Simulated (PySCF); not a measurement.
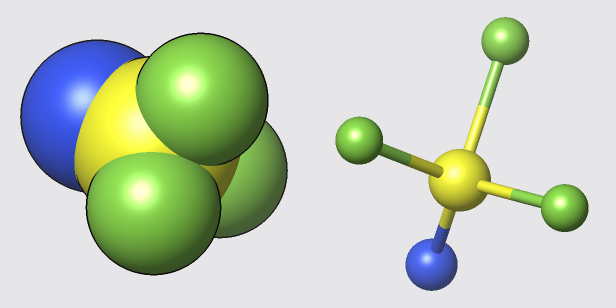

Both panels show the same species. Colours: nitrogen blue, sulfur yellow, fluorine green.

Computed geometry: PBE0-D3(BJ)/def2-TZVP optimisation. No frequency run is at hand to confirm it as a minimum.

Which formula does it have?

Answer. NSF₃, 5 atoms: 1 nitrogen, 1 sulfur and 3 fluorine.

Which point group does it belong to?

Answer. C3v.

The parts below concern this one geometry. Atoms keep their numbers from picture to picture.

**Geometry**

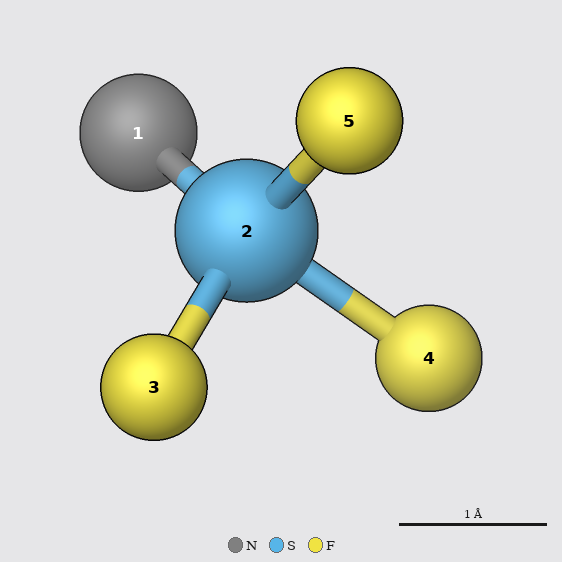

Atoms carry their numbers in the input. No frequency run is at hand to confirm it as a minimum.

List the bonds and their lengths.

```
 bond  length (Å)
N1–S2       1.409
S2–F3       1.555
S2–F4       1.555
S2–F5       1.555
```

**Core levels**

No frequency run is at hand to confirm it as a minimum. Method: delta-SCF UKS SCAN, pcX-3 on the ionised atom, pcseg-2 elsewhere, spin-free X2C (PySCF 2.14.0).

Give the core-electron binding energies (to vacuum; p and d levels without spin–orbit splitting) of N1 1s, S2 1s, S2 2p, F3 1s.

| atom | level | binding energy (eV) |
| --- | --- | --- |
| N1 | 1s | 405.9 |
| S2 | 1s | 2485.8 |
| S2 | 2p | 177.3 |
| F3 | 1s | 695.1 |

**Charges**

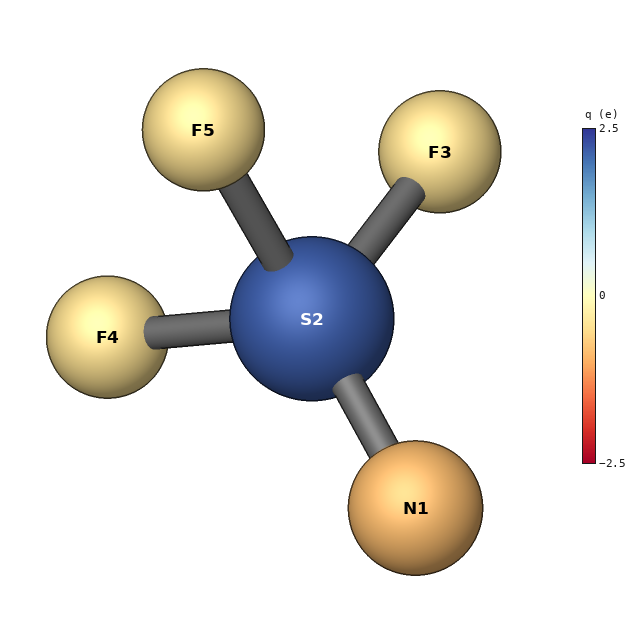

Atoms are coloured by their IAO charges. No frequency run is at hand to confirm it as a minimum. Level of theory: PBE0/pcSseg-2, gas phase (PySCF 2.14.0).

Give the IAO charges atom by atom.

```csv
atom,value (e)
N1,−0.83
S2,2.18
F3,−0.45
F4,−0.45
F5,−0.45
```

**NMR shielding**

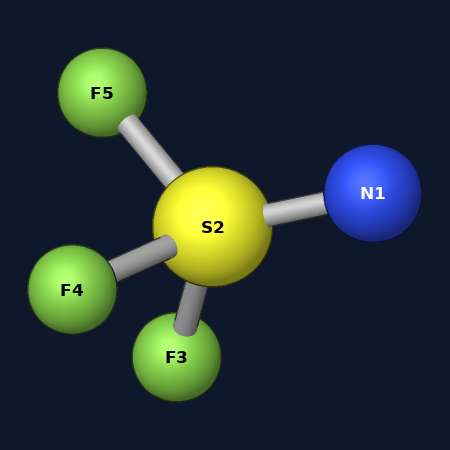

No frequency run is at hand to confirm it as a minimum. Level of theory: GIAO PBE0/pcSseg-2 NMR shielding, non-relativistic, gas phase (PySCF 2.14.0). Principal shieldings σ11 ≤ σ22 ≤ σ33, span Ω = σ33 − σ11, skew κ = 3(σiso − σ22)/Ω.

Give the shielding tensors of the F atoms.

```
      atom    σ11    σ22    σ33   σiso      Ω     κ
F3, F4, F5  −41.6  −11.9  359.3  101.9  400.9  0.85
```

Shieldings and span in ppm.
